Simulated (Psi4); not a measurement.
**M06-2X/6-311+G(d,p) run of AlF3 (SMILES [F][Al]([F])[F])**

Aim: the energy change on altering one bond length of AlF3 at M06-2X/6-311+G**, from 2 runs. Input form: a Python script.

The results are computed with Psi4 1.11.

1 further run of the same task is left out (set aside as unsound or not needed).

## Step 1: The system as given

AlF3 has 4 atoms, charge 0, and is taken as a singlet. SMILES: `[F][Al]([F])[F]`. The shape comes from GFN2-xTB, which is rough for such elements, and wasn't checked as a minimum.

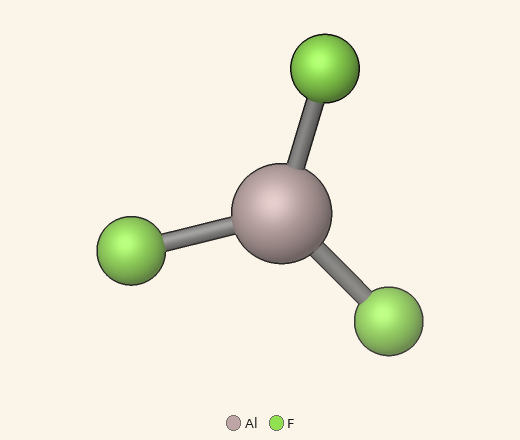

Viewed from a chosen angle; aluminium light grey, fluorine green.

## Step 2: Energy and gradient at M06-2X/6-311+G(d,p)

Contents of alf3.xyz:

```xyz
4
AlF3
Al    -0.000200    -0.000290    -0.001260
F      1.630840    -0.027090     0.013490
F     -0.791540     1.425990    -0.016640
F     -0.839100    -1.398610     0.004400
```

Contents of alf3.py:

```python
import psi4

psi4.set_memory('1600 MB')
psi4.set_num_threads(1)
psi4.set_output_file('output.dat', False)

with open('alf3.xyz') as f:
    atoms = ''.join(f.readlines()[2:])
m = psi4.geometry('0 1\n' + atoms + 'symmetry c1')

options = {'basis': '6-311+G**', 'reference': 'rks', 'puream': True, 'e_convergence': 1e-09, 'd_convergence': 1e-08, 'scf_type': 'pk', 'dft_radial_points': 99, 'dft_spherical_points': 590}
psi4.set_options(options)

result = psi4.gradient("m06-2x", molecule=m)
print('gradient / Eh bohr^-1')
print(result.np.round(6))
```

On the command line:

```console
$ python alf3.py
```

output.dat:

```text
[...]
  Running in c1 symmetry.
[...]
  Nuclear repulsion =  159.395255335653616
[...]
  Multiplicity = 1
[...]
  Nalpha       = 20
  Nbeta        = 20
[...]
    Number of basis functions: 96
[...]
   @RKS iter   1:  -541.97758763375327   -9.03301e-01   7.96037e-03 DIIS/ADIIS
[...]
   @RKS iter  10:  -542.16142406543941   -3.41061e-12   4.26548e-09 DIIS
[...]
    Orbital Energies [Eh]
    ---------------------
    Doubly Occupied:
       1A    -56.924368     2A    -25.240119     3A    -25.240010
       4A    -25.239955     5A     -4.457479     6A     -2.964676
       7A     -2.961712     8A     -2.961702     9A     -1.334896
      10A     -1.322680    11A     -1.322536    12A     -0.616516
      13A     -0.574017    14A     -0.573940    15A     -0.552509
      16A     -0.541381    17A     -0.541317    18A     -0.532360
      19A     -0.532228    20A     -0.514888
[...]
  @RKS Final Energy:  -542.16142406543941
   => Energetics <=
    Nuclear Repulsion Energy =            159.3952553356536157
    One-Electron Energy =               -1073.5021267315123623
    Two-Electron Energy =                 395.8992024433234747
    DFT Exchange-Correlation Energy =     -23.9537551129041155
    Empirical Dispersion Energy =           0.0000000000000000
    VV10 Nonlocal Energy =                  0.0000000000000000
    Total Energy =                       -542.1614240654394052
[...]
 Multipole Moments:
 ------------------------------------------------------------------------------------
     Multipole            Electronic (a.u.)      Nuclear  (a.u.)        Total (a.u.)
 ------------------------------------------------------------------------------------
 L = 1.  Multiply by 2.5417464519 to convert [e a0] to [Debye]
 Dipole X            :         -0.0010068           -0.0000746           -0.0010815
 Dipole Y            :         -0.0013727           -0.0001082           -0.0014809
 Dipole Z            :         -0.0050468           -0.0004692           -0.0055161
 Magnitude           :                                                    0.0058129
[...]
  -Total Gradient:
     Atom            X                  Y                   Z
    ------   -----------------  -----------------  -----------------
       1       -0.000274343223    -0.000303561542    -0.000168424670
       2       -0.008706268531     0.000078137486    -0.000007117613
       3        0.004332533502    -0.007667335997     0.000145185927
       4        0.004708881120     0.007799614254     0.000034131420
[...]
```

On the terminal:

```text
gradient / Eh bohr^-1
[[-2.740e-04 -3.040e-04 -1.680e-04]
 [-8.706e-03  7.800e-05 -7.000e-06]
 [ 4.333e-03 -7.667e-03  1.450e-04]
 [ 4.709e-03  7.800e-03  3.400e-05]]
```

Run time: 25 s. Hardware: 1 thread of Intel Xeon Platinum 8259CL at 2.50GHz (Skylake/Cascade Lake), shared host; peak memory 0.74 GiB.

## Step 3: The distorted shape: the energy at M06-2X/6-311+G(d,p)

Contents of alf3.xyz:

```xyz
4
AlF3
Al     0.125650     0.209483    -0.002109
F      1.756690     0.182683     0.012641
F     -0.665690     1.635763    -0.017489
F     -0.839100    -1.398610     0.004400
```

Contents of job.py:

```python
import psi4

psi4.set_memory('1600 MB')
psi4.set_num_threads(1)
psi4.core.set_output_file('alf3.out', False)

with open('alf3.xyz') as f:
    atoms = ''.join(f.readlines()[2:])
m = psi4.geometry('0 1\n' + atoms + 'symmetry c1')

psi4.set_options({
    'reference': 'rks',
    'puream': True,
    'e_convergence': 1e-09,
    'd_convergence': 1e-08,
    'scf_type': 'pk',
    'dft_radial_points': 99,
    'dft_spherical_points': 590,
})

e, wfn = psi4.energy("m06-2x/6-311+G**", return_wfn=True)
psi4.oeprop(wfn, "MAYER_INDICES", "MULLIKEN_CHARGES", "DIPOLE", title="M06-2X")
print(f'total energy {e:.8f} hartree = {e * 27.211386:.5f} eV')
```

On the command line:

```console
$ python job.py
```

alf3.out:

```text
[...]
  Running in c1 symmetry.
[...]
  Nuclear repulsion =  152.302687555813606
[...]
  Multiplicity = 1
[...]
  Nalpha       = 20
  Nbeta        = 20
[...]
    Number of basis functions: 96
[...]
   @RKS iter   1:  -541.94617942948730   -9.87022e-01   7.98057e-03 ADIIS/DIIS
[...]
   @RKS iter  12:  -542.13951586460905   -7.95808e-13   1.19796e-09 DIIS
[...]
    Orbital Energies [Eh]
    ---------------------
    Doubly Occupied:
       1A    -56.956906     2A    -25.253537     3A    -25.253515
       4A    -25.218083     5A     -4.483891     6A     -2.991852
       7A     -2.988793     8A     -2.986806     9A     -1.343661
      10A     -1.335212    11A     -1.274612    12A     -0.620007
      13A     -0.582063    14A     -0.564537    15A     -0.558700
      16A     -0.544188    17A     -0.538599    18A     -0.525050
      19A     -0.495034    20A     -0.491718
[...]
  @RKS Final Energy:  -542.13951586460905
   => Energetics <=
    Nuclear Repulsion Energy =            152.3026875558136055
    One-Electron Energy =               -1059.1910463942463139
    Two-Electron Energy =                 388.6668803387161688
    DFT Exchange-Correlation Energy =     -23.9180373648925055
    Empirical Dispersion Energy =           0.0000000000000000
    VV10 Nonlocal Energy =                  0.0000000000000000
    Total Energy =                       -542.1395158646090522
[...]
 Multipole Moments:
 ------------------------------------------------------------------------------------
     Multipole            Electronic (a.u.)      Nuclear  (a.u.)        Total (a.u.)
 ------------------------------------------------------------------------------------
 L = 1.  Multiply by 2.5417464519 to convert [e a0] to [Debye]
 Dipole X            :          0.1857318            0.0116651            0.1973969
 Dipole Y            :          0.3098697            0.0194602            0.3293299
 Dipole Z            :         -0.0061882           -0.0005484           -0.0067366
 Magnitude           :                                                    0.3840171
[...]
  Mulliken Charges: (a.u.)
   Center  Symbol    Alpha    Beta     Spin     Total
       1    AL     6.02465  6.02465  0.00000  0.95071
       2     F     4.63142  4.63142  0.00000 -0.26285
       3     F     4.63136  4.63136  0.00000 -0.26271
       4     F     4.71258  4.71258  0.00000 -0.42515
   Total alpha = 20.00000, Total beta = 20.00000, Total charge = -0.00000
  Mayer Bond Indices:
[...]
```

On the terminal:

```text
total energy -542.13951586 hartree = -14752.36763 eV
```

It took 24 s on 1 thread of Intel Xeon Platinum 8259CL at 2.50GHz (Skylake/Cascade Lake), shared host; peak memory 0.74 GiB.

## Step 4: Summary of results

Level: M06-2X/6-311+G**.

```
                                                          quantity          value
                                         first shape: total energy  -542.16142 Eh
                                        first shape: dipole moment         0.01 D
                                          first shape: HOMO energy      -14.01 eV
                                          first shape: LUMO energy       -1.37 eV
                                        first shape: HOMO–LUMO gap       12.64 eV
                             first shape: largest force on an atom     0.469 eV/Å
                                     distorted shape: total energy  -542.13952 Eh
                                    distorted shape: dipole moment         0.98 D
                                      distorted shape: HOMO energy      -13.38 eV
                                      distorted shape: LUMO energy       -1.85 eV
                                    distorted shape: HOMO–LUMO gap       11.53 eV
energy change with the Al1–F4 bond stretched from 1.631 to 1.875 Å       0.596 eV
```

What this shows: With the Al1–F4 bond stretched from 1.631 to 1.875 Å the energy rises by 0.60 eV (13.7 kcal/mol). The first shape isn't relaxed at this level, so the change isn't measured from a minimum. The largest force (first shape) is 0.47 eV/Å: the shape isn't a stationary point for this species at this level.
